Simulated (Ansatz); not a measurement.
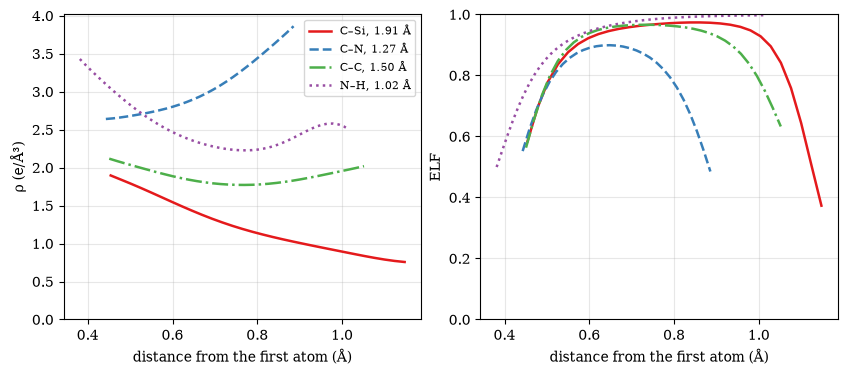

The picture shows: C2H8N2Si (SMILES N=CC(N)[SiH3]). Total electron density and electron localisation function along straight lines between neighbouring atoms. The curves leave out the atomic cores.

All numbers below come from RKS CAM-B3LYP/def2-SVP in Ansatz.

```yaml
atoms:
  - { symbol: N, position_ang: [-1.7999, 0.2556, -0.6664] }
  - { symbol: C, position_ang: [-0.8815, 0.8869, -0.0675] }
  - { symbol: C, position_ang: [0.2728, 0.1618, 0.5644] }
  - { symbol: N, position_ang: [1.5139, 0.8906, 0.2946] }
  - { symbol: Si, position_ang: [0.2945, -1.6852, 0.0681] }
  - { symbol: H, position_ang: [-2.5222, 0.8865, -1.0238] }
  - { symbol: H, position_ang: [-0.8431, 1.9891, 0.0281] }
  - { symbol: H, position_ang: [0.1006, 0.2124, 1.6561] }
  - { symbol: H, position_ang: [2.2704, 0.5670, 0.8926] }
  - { symbol: H, position_ang: [1.8179, 0.7535, -0.6685] }
  - { symbol: H, position_ang: [0.4729, -1.8042, -1.4043] }
  - { symbol: H, position_ang: [-0.8829, -2.4671, 0.5262] }
  - { symbol: H, position_ang: [1.5109, -2.2673, 0.7155] }
```

Q: What can be read from the curves?

A: C–Si (1.91 Å): the density is about 0.94 e/Å³ at the midpoint; the ELF peaks at about 1 between the atoms; localised, covalent bonding.
C–N (1.27 Å): ρ is about 2.9 e/Å³ halfway; the ELF peaks at about 0.90 between the atoms (a multiple bond).
C–C (1.50 Å): ρ is about 1.8 e/Å³ halfway; the ELF peaks at about 0.95 between the atoms, as expected for a covalent bond.
N–H (1.02 Å): the density is about 2.8 e/Å³ at the midpoint; the ELF climbs to about 1 towards the hydrogen, as it does in any bond to H (a covalent bond by its length).
